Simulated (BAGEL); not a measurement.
# doublet SiHBr2: levels of theory compared

We compute a comparison of 3 runs (ROHF/6-31G*, ROHF/def2-SVPD, UHF/def2-SVPD) of doublet SiHBr2. 

The results are computed with BAGEL 1.2.2.

### Step 1. The structure to begin with

SiHBr2: 4 atoms, total charge 0, spin state doublet. As SMILES of the parent species, `Br[SiH-]Br`. The shape is that of a GFN2-xTB optimisation. That shape belongs to the parent species and isn't relaxed for this state.

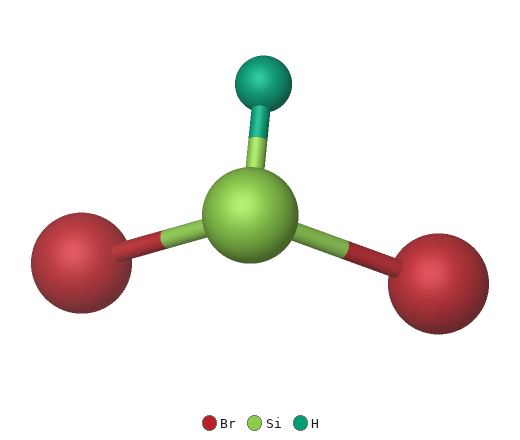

The structure, seen from a chosen angle (bromine red, silicon green, hydrogen teal).

### Step 2. A single-point energy at ROHF/6-31G(d) (density fitting with qzvpp-jkfit, spherical functions) (run 1)

File input.json:

```json
{ "bagel" : [

{
  "title" : "molecule",
  "basis" : "6-31gs.json",
  "df_basis" : "qzvpp-jkfit",
  "angstrom" : true,
  "geometry" : [
    { "atom" : "Br", "xyz" : [      -2.058060,       0.167830,      -0.209820 ] },
    { "atom" : "Si", "xyz" : [       0.132470,       0.125520,       0.798800 ] },
    { "atom" : "Br", "xyz" : [       1.314300,      -1.520160,      -0.510110 ] },
    { "atom" : "H", "xyz" : [       0.611290,       1.226820,      -0.078870 ] }
  ]
},

{
  "title" : "rohf",
  "nopen" : 1
},

{
  "title" : "print",
  "file" : "orbitals.molden",
  "orbitals" : true
}

]}
```

The basis set 6-31G* is read from a file made from the Basis Set Exchange's data (not shown).

On the command line:

```sh
BAGEL_NUM_THREADS=1 BAGEL input.json > input.out
```

The program printed:

```text
* using 1 threads per process

  ===============================================================
  ===============================================================

  *** Geometry ***

  { "atom" : "Br", "xyz" : [     -3.889170,      0.317153,     -0.396502 ] },
  { "atom" : "Si", "xyz" : [      0.250332,      0.237198,      1.509513 ] },
  { "atom" : "Br", "xyz" : [      2.483667,     -2.872686,     -0.963968 ] },
  { "atom" : "H", "xyz" : [      1.155171,      2.318354,     -0.149043 ] },

  Number of auxiliary basis functions:      678

  Since a DF basis is specified, we compute 2- and 3-index integrals:
    o Being stored without compression. Storage requirement is 0.038 GB

  Number of basis functions:       84
  Number of electrons      :       85

    * METHOD: MOLECULE                             0.45

  *** Open-shell HF ***

  === Nuclear Repulsion ===
   404.2337132642

      * DIIS with orbital gradients will be used.

  === ROHF iteration (6-31gs.json) ===
      0      -5433.61228059          0.01759394           0.33
      1      -5433.68854117          0.01126103           0.32
      2      -5433.71032087          0.00693425           0.33
[... 13 lines of this table left out ...]
     16      -5433.72112245          0.00000000           0.32
    * SCF iteration converged.

    * S^2 (ROHF) is 0.7500

    * Permanent dipole moment:
           (   -0.449672,    -0.697431,    -1.172107) a.u.

    * METHOD: ROHF                                 5.79

    * METHOD: PRINT                                0.01

  ===============================================================
```

Run time: 6.6 s. Hardware: 1 thread of Arm Neoverse V2, shared host; peak memory 0.18 GiB.

### Step 3. A single-point energy at ROHF/def2-SVPD (density fitting with qzvpp-jkfit) (run 2)

File hf.json:

```json
{ "bagel": [

{
  "title": "molecule",
  "basis": "def2-svpd.json",
  "df_basis": "qzvpp-jkfit",
  "angstrom": true,
  "geometry": [
    { "atom": "Br", "xyz": [   -2.058060,    0.167830,   -0.209820 ] },
    { "atom": "Si", "xyz": [    0.132470,    0.125520,    0.798800 ] },
    { "atom": "Br", "xyz": [    1.314300,   -1.520160,   -0.510110 ] },
    { "atom": "H", "xyz": [    0.611290,    1.226820,   -0.078870 ] }
  ]
},
{
  "title": "rohf",
  "nopen": 1
},
{
  "title": "print",
  "file": "orbitals.molden",
  "orbitals": true
}

]}
```

The basis set def2-SVPD is read from a file made from the Basis Set Exchange's data (not shown).

On the command line:

```sh
BAGEL_NUM_THREADS=1 BAGEL hf.json > hf.out
```

The program printed:

```text
* using 1 threads per process

  ===============================================================
  ===============================================================

  *** Geometry ***

  { "atom" : "Br", "xyz" : [     -3.889170,      0.317153,     -0.396502 ] },
  { "atom" : "Si", "xyz" : [      0.250332,      0.237198,      1.509513 ] },
  { "atom" : "Br", "xyz" : [      2.483667,     -2.872686,     -0.963968 ] },
  { "atom" : "H", "xyz" : [      1.155171,      2.318354,     -0.149043 ] },

  Number of auxiliary basis functions:      678

  Since a DF basis is specified, we compute 2- and 3-index integrals:
    o Being stored without compression. Storage requirement is 0.070 GB

  Number of basis functions:      114
  Number of electrons      :       85

    * METHOD: MOLECULE                             0.45

  *** Open-shell HF ***

  === Nuclear Repulsion ===
   404.2337132642

      * DIIS with orbital gradients will be used.

  === ROHF iteration (def2-svpd.json) ===
      0      -5433.51664506          0.01928645           0.48
      1      -5433.60828387          0.01309527           0.47
      2      -5433.63921537          0.00791736           0.47
[... 13 lines of this table left out ...]
     16      -5433.65692831          0.00000001           0.48
    * SCF iteration converged.

    * S^2 (ROHF) is 0.7500

    * Permanent dipole moment:
           (   -0.375498,    -0.590560,    -0.934901) a.u.

    * METHOD: ROHF                                 8.39

    * METHOD: PRINT                                0.02

  ===============================================================
```

Run time: 9.3 s. Hardware: 1 thread of Arm Neoverse V2, shared host; peak memory 0.25 GiB.

### Step 4. A single-point energy at UHF/def2-SVPD (density fitting with qzvpp-jkfit) (run 3)

File input.json:

```json
{ "bagel" : [

{
  "title" : "molecule",
  "basis" : "def2-svpd.json",
  "df_basis" : "qzvpp-jkfit",
  "angstrom" : true,
  "geometry" : [
    { "atom" : "Br", "xyz" : [   -2.058060,    0.167830,   -0.209820 ] },
    { "atom" : "Si", "xyz" : [    0.132470,    0.125520,    0.798800 ] },
    { "atom" : "Br", "xyz" : [    1.314300,   -1.520160,   -0.510110 ] },
    { "atom" : "H", "xyz" : [    0.611290,    1.226820,   -0.078870 ] }
  ]
},
{ "title" : "uhf", "nopen" : 1 },
{ "title" : "print", "file" : "orbitals.molden", "orbitals" : true }

]}
```

The basis set def2-SVPD is read from a file made from the Basis Set Exchange's data (not shown).

On the command line:

```sh
BAGEL_NUM_THREADS=1 BAGEL input.json > input.out
```

The program printed:

```text
* using 1 threads per process

  ===============================================================
  ===============================================================

  *** Geometry ***

  { "atom" : "Br", "xyz" : [     -3.889170,      0.317153,     -0.396502 ] },
  { "atom" : "Si", "xyz" : [      0.250332,      0.237198,      1.509513 ] },
  { "atom" : "Br", "xyz" : [      2.483667,     -2.872686,     -0.963968 ] },
  { "atom" : "H", "xyz" : [      1.155171,      2.318354,     -0.149043 ] },

  Number of auxiliary basis functions:      678

  Since a DF basis is specified, we compute 2- and 3-index integrals:
    o Being stored without compression. Storage requirement is 0.070 GB

  Number of basis functions:      114
  Number of electrons      :       85

    * METHOD: MOLECULE                             0.44

  *** Open-shell HF ***

  === Nuclear Repulsion ===
   404.2337132642

      * DIIS with orbital gradients will be used.

  === UHF iteration (def2-svpd.json) ===
      0      -5433.51664506          0.01928645           0.47
      1      -5433.61325423          0.01289499           0.46
      2      -5433.64414577          0.00765809           0.46
[... 19 lines of this table left out ...]
     22      -5433.65930049          0.00000001           0.46
    * SCF iteration converged.

    * S^2 (UHF) is 0.7617

    * Permanent dipole moment:
           (   -0.371726,    -0.586370,    -0.916397) a.u.

    * METHOD: UHF                                 11.08

    * METHOD: PRINT                                0.02

  ===============================================================
```

Wall time 12 s (1 thread of Arm Neoverse V2, shared host); peak memory 0.25 GiB.

### Step 5. The series

| run | level | energy (Eh) | dipole moment (D) | ⟨S²⟩ | wall time |
| --- | --- | --- | --- | --- | --- |
| 1 | ROHF/6-31G* (density fitting with qzvpp-jkfit, spherical functions) | -5433.721122 | 3.65 | 0.750 | 6.6 s |
| 2 | ROHF/def2-SVPD (density fitting with qzvpp-jkfit) | -5433.656928 | 2.97 | 0.750 | 9.3 s |
| 3 | UHF/def2-SVPD (density fitting with qzvpp-jkfit) | -5433.659300 | 2.92 | 0.762 | 12 s |

### Step 6. Summary of results

| quantity | value |
| --- | --- |
| run 3: total energy | -5433.65930 Eh |
| run 3: dipole moment | 2.92 D |
| run 3: ⟨S²⟩ | 0.762 |

**Reading.** The dipole moment (its size) runs from 2.92 D (UHF/def2-SVPD) to 3.65 D (ROHF/6-31G*). The two ends differ in method and basis. All runs together took 28 s, the longest 12 s.
